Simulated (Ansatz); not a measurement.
## C2H9AlFNSi: geometry relaxation (part 2 of 2)

The same run, continued: C2H9AlFNSi, SMILES C[C](F)([AlH2])N[SiH3]; RKS PBE0/STO-3G (Ansatz 0.2.0). It belongs to a series of runs on one base structure; here: start relaxed.

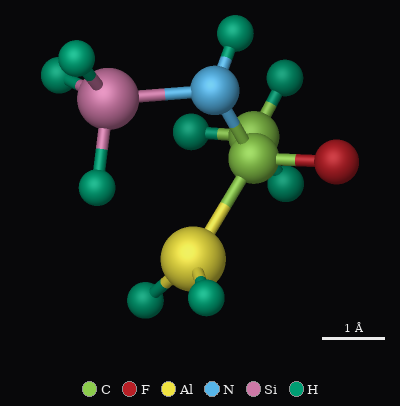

*The geometry at step 10 of the log (ball-and-stick view, seen at a tilt).*

### Trajectory as extended XYZ, continued
```
15
Properties=species:S:1:pos:R:3:forces:R:3 step=6 energy=-20633.94840
C    -0.3951   -0.8259   -1.4893    0.0381   0.0458   0.0549
C     0.7341   -0.2303   -0.5593    0.1843   0.0246  -0.1271
F     1.9308   -0.2359   -1.3246   -0.1874  -0.0019   0.1095
Al    0.9737   -1.1820    1.1502   -0.1886  -0.0409   0.0803
N     0.4555    1.2208   -0.2173   -0.1027  -0.0220  -0.2241
Si   -0.7956    1.3891    1.0188   -0.1813  -0.0593  -0.0818
H    -0.5507   -0.1897   -2.3748    0.0053  -0.0627   0.0448
H    -1.3485   -0.9046   -0.9464    0.0546   0.0021  -0.0666
H    -0.1171   -1.8315   -1.8332   -0.0222   0.0188  -0.0098
H     2.1298   -0.8024    2.0232   -0.0074   0.0009  -0.0018
H     0.0997   -2.3692    1.4641    0.0812   0.1502  -0.0542
H     0.2101    1.7335   -1.1065    0.0198  -0.0772   0.2395
H    -2.1729    1.1343    0.5965    0.2868  -0.0008   0.1423
H    -0.4349    0.3479    1.9927    0.0000   0.0749  -0.1422
H    -0.7410    2.6953    1.6353    0.0196  -0.0525   0.0363
15
Properties=species:S:1:pos:R:3:forces:R:3 step=7 energy=-20633.95725
C    -0.3659   -0.8431   -1.5390   -0.0196   0.0729  -0.0156
C     0.7307   -0.2199   -0.5911    0.1223  -0.1504   0.0389
F     1.9475   -0.2413   -1.3143   -0.1323   0.0600   0.0663
Al    0.8645   -1.0827    1.1843    0.0851  -0.2014  -0.0397
N     0.4214    1.2342   -0.2870   -0.2000   0.0939  -0.0463
Si   -0.7366    1.3673    1.0397   -0.2058  -0.0833  -0.0732
H    -0.4877   -0.2365   -2.4508    0.0079  -0.0606   0.0484
H    -1.3397   -0.8993   -1.0307    0.0531  -0.0034  -0.0446
H    -0.0837   -1.8610   -1.8425   -0.0040   0.0448   0.0226
H     2.0080   -0.7018    2.0731    0.0455  -0.0632  -0.0359
H    -0.0325   -2.2495    1.4921    0.0554   0.0824  -0.0406
H     0.1129    1.7313   -1.1625    0.0304  -0.0585   0.1654
H    -2.1401    1.0504    0.7694    0.3116   0.1032   0.0487
H    -0.2695    0.2770    1.9322   -0.1639   0.2643  -0.0092
H    -0.6514    2.6245    1.7563    0.0144  -0.1007  -0.0852
15
Properties=species:S:1:pos:R:3:forces:R:3 step=8 energy=-20633.97948
C    -0.3643   -0.8425   -1.5265    0.0123  -0.0469   0.0047
C     0.7266   -0.2208   -0.5726    0.0372   0.0925  -0.1100
F     1.9382   -0.2190   -1.3020   -0.0112  -0.0043   0.0267
Al    0.8927   -1.1152    1.1790    0.0211  -0.0464  -0.0044
N     0.4044    1.2311   -0.2695   -0.0121  -0.0186  -0.1925
Si   -0.7593    1.3818    1.0328   -0.0542   0.0095   0.1763
H    -0.4821   -0.2395   -2.4392    0.0169  -0.0024   0.0144
H    -1.3406   -0.9036   -1.0269    0.0074   0.0019  -0.0003
H    -0.0763   -1.8586   -1.8278   -0.0130   0.0045   0.0016
H     2.0613   -0.7686    2.0498   -0.0117  -0.0102  -0.0137
H    -0.0039   -2.2807    1.4751   -0.0075   0.0320   0.0009
H     0.1034    1.7257   -1.1462    0.0629  -0.0532   0.0629
H    -2.1536    1.0985    0.7440    0.0252   0.0076   0.0117
H    -0.3121    0.3106    1.9421   -0.0492   0.0406   0.0287
H    -0.6566    2.6504    1.7174   -0.0241  -0.0067  -0.0070
15
Properties=species:S:1:pos:R:3:forces:R:3 step=9 energy=-20633.98250
C    -0.3374   -0.8598   -1.5520    0.0684  -0.0551  -0.0702
C     0.7257   -0.2180   -0.5822   -0.1202   0.1248   0.1975
F     1.9527   -0.1709   -1.2838   -0.0748  -0.0258  -0.0098
Al    0.8771   -1.1249    1.1637    0.0808   0.0060  -0.0076
N     0.3462    1.2150   -0.2745    0.0715  -0.0435  -0.1445
Si   -0.7619    1.3977    1.0748    0.0803  -0.0435  -0.2254
H    -0.4291   -0.2707   -2.4764   -0.0023  -0.0079  -0.0042
H    -1.3276   -0.9142   -1.0799    0.0278   0.0242   0.0299
H    -0.0424   -1.8799   -1.8288    0.0017  -0.0307  -0.0310
H     2.0740   -0.8321    2.0157   -0.0163  -0.0107   0.0051
H    -0.0709   -2.2402    1.4772   -0.0433  -0.0248   0.0128
H     0.0548    1.6969   -1.1578   -0.0549   0.0811   0.1387
H    -2.1613    1.0993    0.8395   -0.0271   0.0080   0.0218
H    -0.2784    0.3583    1.9932    0.0244  -0.0243   0.0504
H    -0.6434    2.6930    1.7007   -0.0159   0.0222   0.0365
15
Properties=species:S:1:pos:R:3:forces:R:3 step=10 energy=-20633.98639
C    -0.3342   -0.8655   -1.5542   -0.0385   0.0307  -0.0001
C     0.7210   -0.2123   -0.5826    0.0123   0.0396   0.0416
F     1.9448   -0.1745   -1.2897    0.0197   0.0049  -0.0064
Al    0.8810   -1.1282    1.1589   -0.0557   0.0377   0.0460
N     0.3522    1.2242   -0.2786    0.0099  -0.1089  -0.0182
Si   -0.7565    1.3958    1.0708    0.0155   0.0090  -0.0137
H    -0.4297   -0.2795   -2.4801   -0.0004  -0.0049   0.0014
H    -1.3224   -0.9204   -1.0781   -0.0037  -0.0044  -0.0104
H    -0.0357   -1.8857   -1.8292    0.0171  -0.0002   0.0080
H     2.0723   -0.8392    2.0187    0.0153  -0.0205  -0.0113
H    -0.0859   -2.2291    1.4785    0.0184  -0.0031  -0.0172
H     0.0517    1.7157   -1.1523   -0.0313   0.0291   0.0255
H    -2.1572    1.0967    0.8422   -0.0062  -0.0161  -0.0118
H    -0.2712    0.3624    1.9988    0.0173   0.0038  -0.0265
H    -0.6521    2.6892    1.7062    0.0103   0.0033  -0.0068
15
Properties=species:S:1:pos:R:3:forces:R:3 step=11 energy=-20633.98774
C    -0.3302   -0.8664   -1.5563   -0.0218   0.0037   0.0063
C     0.7183   -0.2090   -0.5797   -0.0112   0.0419  -0.0068
F     1.9451   -0.1709   -1.2817    0.0252  -0.0024   0.0064
Al    0.8674   -1.1205    1.1661    0.0201  -0.0353  -0.0170
N     0.3439    1.2262   -0.2840   -0.0057  -0.0521   0.0376
Si   -0.7539    1.3989    1.0721    0.0042   0.0316  -0.0129
H    -0.4197   -0.2850   -2.4857    0.0036  -0.0003   0.0068
H    -1.3219   -0.9209   -1.0874   -0.0012  -0.0073  -0.0094
H    -0.0268   -1.8873   -1.8247    0.0022   0.0070   0.0080
H     2.0753   -0.8615    2.0128   -0.0127   0.0054   0.0015
H    -0.0982   -2.2263    1.4726   -0.0039   0.0258   0.0043
H     0.0344    1.7175   -1.1540   -0.0108   0.0076  -0.0155
H    -2.1541    1.0844    0.8570    0.0077  -0.0090   0.0037
H    -0.2497    0.3744    2.0008    0.0064  -0.0125  -0.0053
H    -0.6519    2.6959    1.7013   -0.0021  -0.0041  -0.0077
15
Properties=species:S:1:pos:R:3:forces:R:3 step=12 energy=-20633.98841
C    -0.3248   -0.8686   -1.5613    0.0027  -0.0099  -0.0040
C     0.7167   -0.2066   -0.5801   -0.0224   0.0241  -0.0028
F     1.9474   -0.1621   -1.2753    0.0155  -0.0050  -0.0052
Al    0.8627   -1.1231    1.1634    0.0066   0.0013  -0.0020
N     0.3322    1.2247   -0.2868   -0.0021  -0.0159   0.0349
Si   -0.7516    1.4016    1.0782    0.0164  -0.0033  -0.0128
H    -0.4079   -0.2904   -2.4933    0.0013   0.0001   0.0049
H    -1.3201   -0.9236   -1.1002    0.0051  -0.0022  -0.0006
H    -0.0170   -1.8896   -1.8238   -0.0041   0.0038  -0.0005
H     2.0746   -0.8780    2.0087   -0.0075  -0.0038  -0.0044
H    -0.1207   -2.2111    1.4745   -0.0011   0.0073   0.0017
H     0.0177    1.7143   -1.1556   -0.0034   0.0027  -0.0175
H    -2.1509    1.0727    0.8801    0.0036   0.0034   0.0056
H    -0.2294    0.3847    2.0057   -0.0017   0.0015   0.0049
H    -0.6509    2.7046    1.6951   -0.0088  -0.0043  -0.0021
15
Properties=species:S:1:pos:R:3:forces:R:3 step=13 energy=-20633.98868
C    -0.3184   -0.8721   -1.5675    0.0060   0.0016  -0.0018
C     0.7147   -0.2041   -0.5812   -0.0095  -0.0101   0.0091
F     1.9495   -0.1541   -1.2697    0.0035  -0.0011  -0.0071
Al    0.8563   -1.1235    1.1611   -0.0021   0.0001   0.0033
N     0.3212    1.2234   -0.2891   -0.0039   0.0040   0.0137
Si   -0.7485    1.4039    1.0851   -0.0006  -0.0045  -0.0059
H    -0.3970   -0.2960   -2.5011   -0.0015  -0.0002   0.0020
H    -1.3164   -0.9291   -1.1126    0.0046  -0.0006   0.0007
H    -0.0061   -1.8928   -1.8259   -0.0007   0.0037  -0.0008
H     2.0750   -0.8984    2.0019   -0.0033  -0.0031  -0.0036
H    -0.1439   -2.1951    1.4761    0.0034   0.0049   0.0002
H     0.0023    1.7116   -1.1569   -0.0010   0.0035  -0.0079
H    -2.1476    1.0630    0.9048    0.0078   0.0008   0.0027
H    -0.2095    0.3989    2.0163   -0.0018   0.0062  -0.0042
H    -0.6539    2.7138    1.6881   -0.0010  -0.0051  -0.0005
```

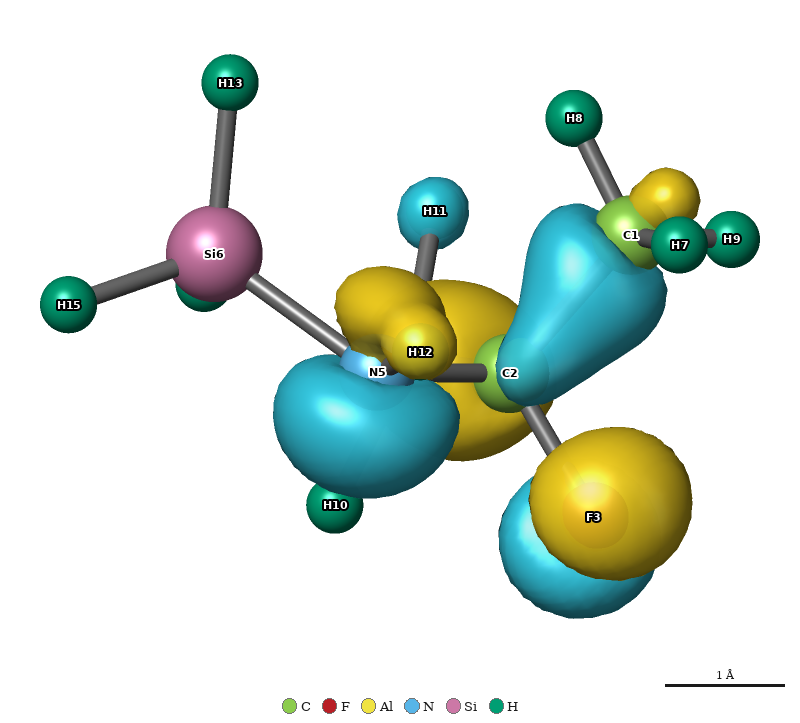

*The HOMO at ±0.15 Å⁻³ᐟ² (yellow and cyan are the two phases), seen from the side.*

By Hirshfeld shares it lies mainly on F3 (45 %), N5 (20 %) and C2 (15 %). Its energy is −3.44 eV.

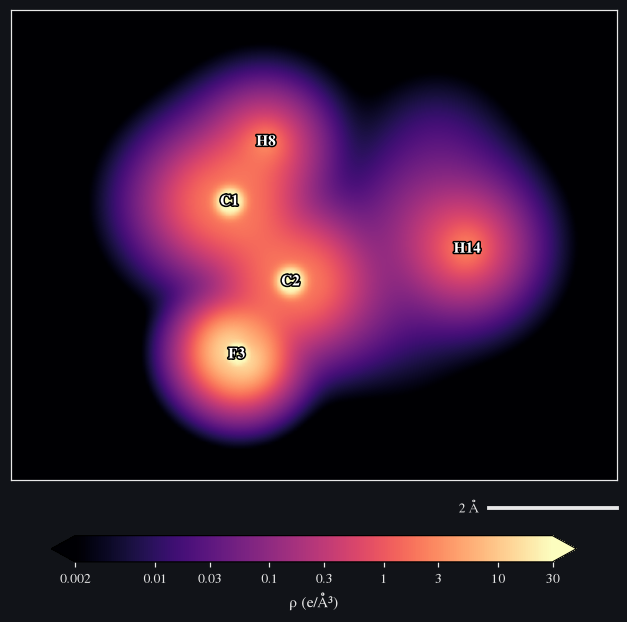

*Electron density on the plane of atoms C1, C2 and F3.*

The section cuts through C, F and H sites. C–H (1.10 Å): ρ is about 1.8 e/Å³ halfway.

The run was set up as follows.

### Input file
```yaml
crystal:
  periodic: [false, false, false]
  atoms:
    - { symbol: C, position_ang: [-0.4149, -0.8255, -1.2948] }
    - { symbol: C, position_ang: [0.73, -0.2176, -0.5266] }
    - { symbol: F, position_ang: [1.7965, -0.2312, -1.386] }
    - { symbol: Al, position_ang: [1.3239, -1.4213, 0.9994] }
    - { symbol: "N", position_ang: [0.529, 1.1713, -0.1003] }
    - { symbol: Si, position_ang: [-0.9562, 1.4923, 0.91] }
    - { symbol: H, position_ang: [-0.7453, -0.0682, -2.0987] }
    - { symbol: H, position_ang: [-1.2894, -0.9588, -0.6449] }
    - { symbol: H, position_ang: [-0.177, -1.724, -1.7463] }
    - { symbol: H, position_ang: [2.5234, -1.0824, 1.927] }
    - { symbol: H, position_ang: [0.3568, -2.7227, 1.3439] }
    - { symbol: H, position_ang: [0.4691, 1.796, -0.9122] }
    - { symbol: H, position_ang: [-2.2066, 1.3443, 0.0629] }
    - { symbol: H, position_ang: [-1.0384, 0.5592, 2.0666] }
    - { symbol: H, position_ang: [-0.923, 2.8381, 1.4293] }
basis:
  gaussian: { orbitals: STO-3G }
hamiltonian:
  xc: pbe0
relax:
  f_tol: 0.02
  max_steps: 40
scf:
  lower_state_search: "off"
output:
  orbitals: {}
```

Launch command:
```bash
ansatz run input.yaml --threads 1 --pin off --max-ram 2048MiB --backend cpu --events-out ev --progress --plain --runs-dir out
```

### Results in brief

- outcome: converged
- total energy: −20633.9887 eV
- mean-field energy: −20633.9887 eV
- largest force (length of the vector) at the end: 0.017 eV/Å
- hardware: 1 thread of an x86-64 CPU, shared host
- wall time: 58 s
- peak memory: 0.19 GiB
